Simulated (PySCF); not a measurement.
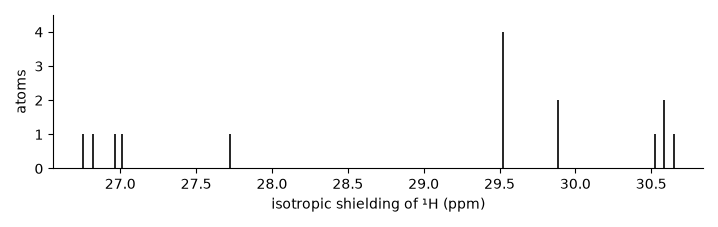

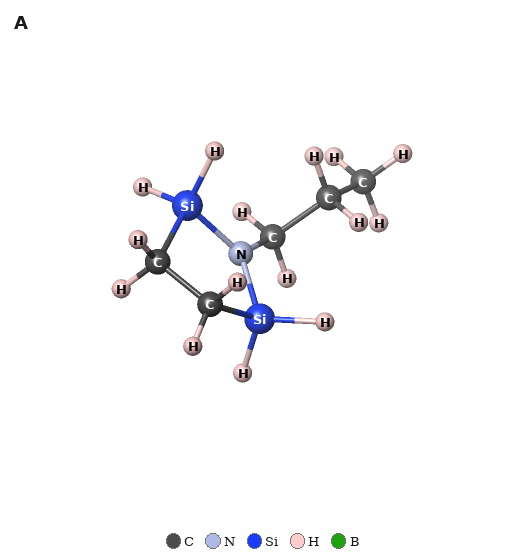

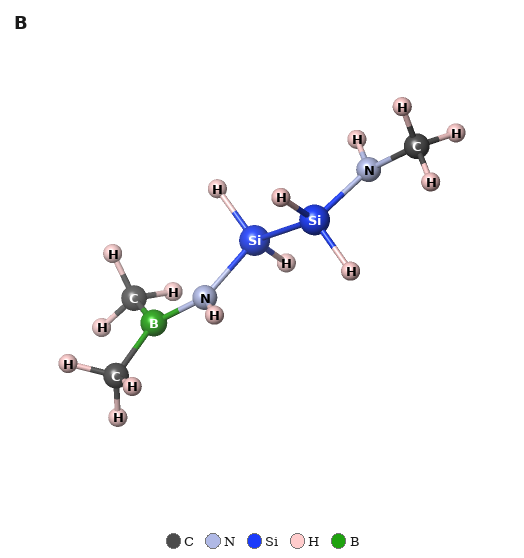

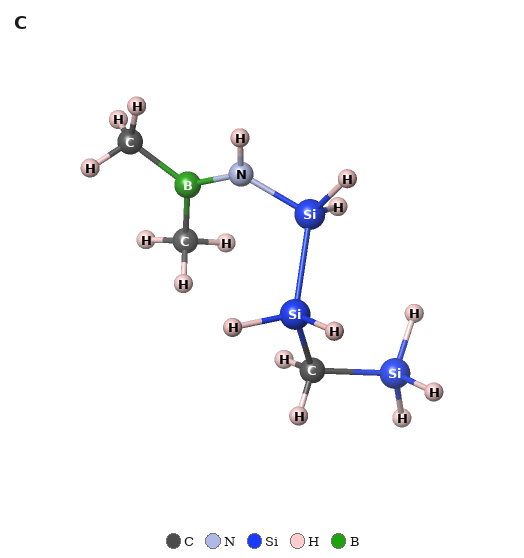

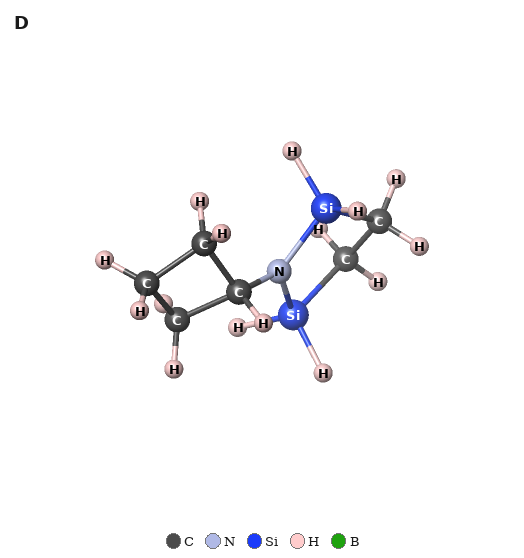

The sticks are computed shieldings of one of the molecules, for one fixed geometry (GFN2-xTB) without averaging over rotations. Low shielding means a high chemical shift. Method: GIAO PBE0/pcSseg-1 NMR shielding, non-relativistic, gas phase (PySCF 2.14.0).

Match the spectrum to a structure.

Answer. D, `C1CC(N2[SiH2]CC[SiH2]2)C1`. Its 15 H atoms give lines at 26.75, 26.82, 26.97, 27.01, 27.72, 29.52 (4 atoms), 29.89 (2 atoms), 30.53, 30.58 (2 atoms), 30.65 ppm.

The geometry is semi-empirical. Around B, Si such bond lengths and angles can be off by a tenth of an ångström or more and by several degrees, and values that hang on the shape move with them.
